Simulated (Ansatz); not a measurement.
## Electronic structure of AlFH$_{6}$O$_{2}$Si in real space

```
atom    x (Å)    y (Å)    z (Å)
  Al   0.0142   0.6121   0.1308
   O  -0.3224   0.7618   1.9879
  Si  -1.4706  -0.5114   2.5078
   H  -2.8683  -0.4088   2.0194
   H  -0.9012  -1.8652   2.6982
   H  -1.5589   0.0377   3.9130
   H   1.5489   0.4640  -0.1682
   O  -0.9958  -0.8325   0.4074
   H  -1.6693  -1.2046  -0.1711
   F  -0.8027   1.8441  -0.6606
   H  -0.0328   1.3913   2.6607
```

The calculation used Ansatz, RKS B3LYP-D4/def2-SVP.

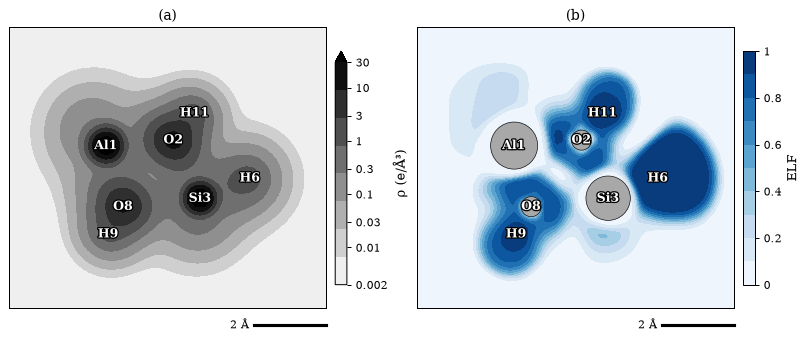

Figure 1. (a) electron density; (b) electron localisation function on the plane of atoms Al1, O2 and Si3. Grey discs cover the atomic cores in the ELF map.

Describe what can be read from this map.

Answer. The plane passes through Al, O, Si and H nuclei. Al–O (1.78 Å): ρ is about 0.69 e/Å³ halfway; the ELF peaks at about 0.90 in the valence shell of O, 0.6 Å from its nucleus, and is about 0.40 at the midpoint. Si–O (1.79 Å): the density is about 0.8 e/Å³ at the midpoint; the ELF peaks at about 0.90 between the atoms: a shared but strongly polarised pair. O–H (0.96 Å): the density is about 3.6 e/Å³ at the midpoint; the ELF climbs to about 1 towards the hydrogen, as it does in any bond to H; an ordinary covalent bond to hydrogen. Al–O (1.89 Å): ρ at the midpoint is about 0.51 e/Å³; the ELF peaks at about 0.90 in the valence shell of O, 0.7 Å from its nucleus, and is about 0.35 at the midpoint.

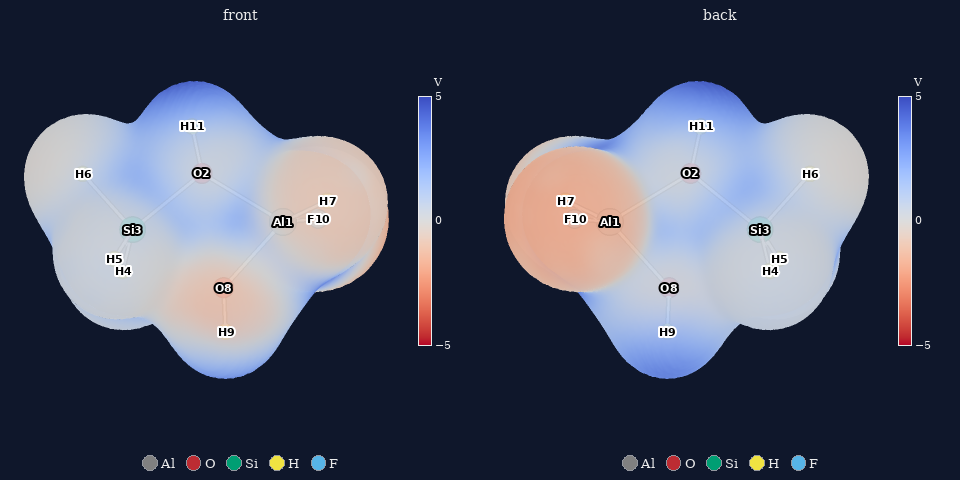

Figure 2. The molecular electrostatic potential painted on the density surface at 0.004 e/bohr³, seen from the front and from behind; red is negative and blue positive.

Where is the surface potential most negative and most positive?

Answer. The most negative region (about −1.8 V) lies over F10, the most positive (about +4.3 V) over H11.

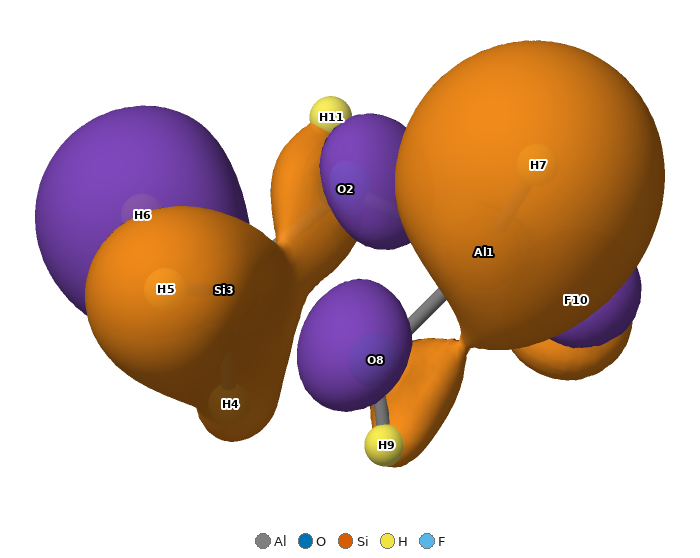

Figure 3. The HOMO−1 at ±0.06 Å⁻³ᐟ² (orange and purple are the two phases), seen at a tilt.

Describe this orbital and give its energy.

Answer. By Hirshfeld shares it lies mainly on H7 (about 30 %), Al1 (about 20 %), H6 (about 15 %), Si3 (about 10 %) and F10 (about 5 %). Its energy is −8.47 eV.

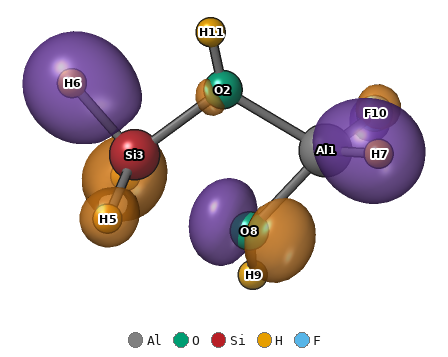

Figure 4. The HOMO at ±0.15 Å⁻³ᐟ² (orange and purple are the two phases), seen at a tilt.

Where does this orbital lie, and at what energy?

Answer. By Hirshfeld shares it lies mainly on O8 (about 20 %), Si3 (about 20 %), H6 (about 15 %), H7 (about 15 %), Al1 (about 10 %) and H4 (about 10 %). Its energy is −8.25 eV.
